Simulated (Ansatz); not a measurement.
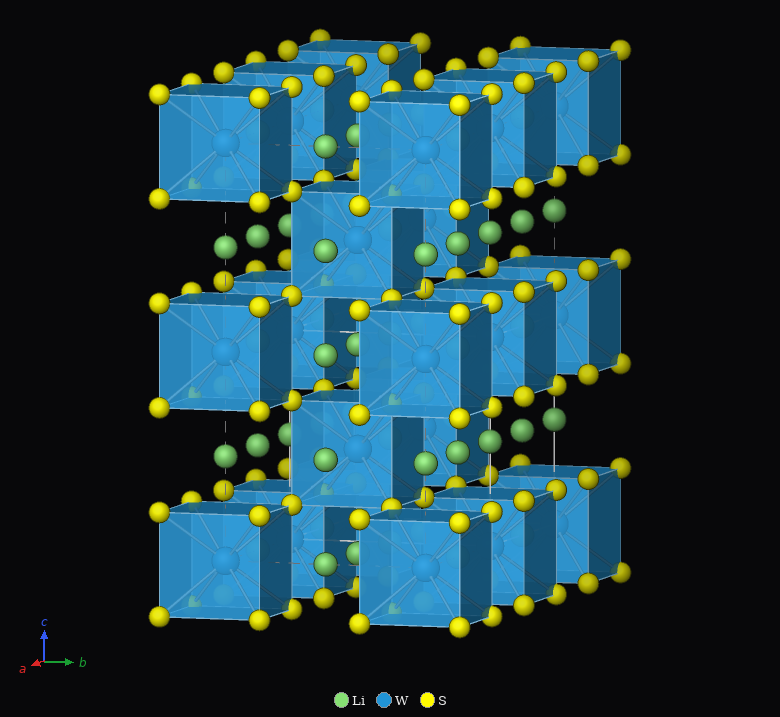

Polyhedra are drawn about W (bonds: S–W below 3 Å); other atoms are plain spheres.

Li3WS4 (space group Im-3m, No. 229). Coordinates: coordinates from a relaxation with DFT PBE, scalar-relativistic, plane waves, PAW in Ansatz 0.2.0; the starting structure was generated, so it need not be a known form of this composition.

Sharing among the drawn polyhedra:

```json
{"site": "W", "polyhedron": "WS8 cube", "corner-sharing neighbours": "8", "edge-sharing": "0", "face-sharing": "0", "bond (Å)": "2.66"}
```

They form a three-dimensional framework of corner-sharing cubes.
